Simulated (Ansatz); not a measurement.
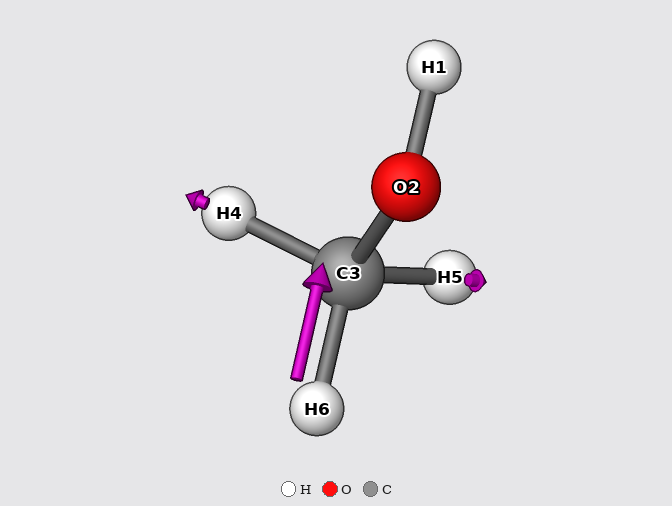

The arrows show one normal mode. Harmonic vibrations computed with RKS PBE0-D4/def2-TZVP (Ansatz 0.2.0) at a stationary point of the same level.

Question: Describe the motion.

Answer: Mostly C–H stretching.

Question: At what wavenumber does it lie?

Answer: 3131 cm⁻¹; it is mode 11 of 12 counted from the lowest.
